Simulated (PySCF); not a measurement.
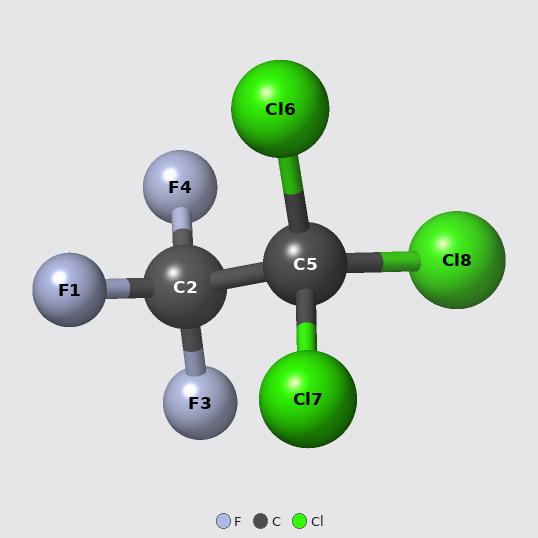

The computed structure is the end point of a PBE0-D3(BJ)/def2-SVP optimisation. No frequency run is at hand to confirm it as a minimum. Method: TDDFT CAM-B3LYP/def2-SVPD, vertical, gas phase, core orbitals frozen in the response (PySCF 2.14.0), and the same with a continuum solvent (IEF-PCM, Bondi radii x 1.2, gas-phase geometry).

How do dipole (D), HOMO–LUMO gap (eV), lowest singlet (eV) change in chloroform (ε = 4.7)?

```
    medium  dipole (D)  HOMO–LUMO gap (eV)  lowest singlet (eV)
 gas phase        0.65               10.59                 6.64
chloroform        0.74               10.63                 6.67
```
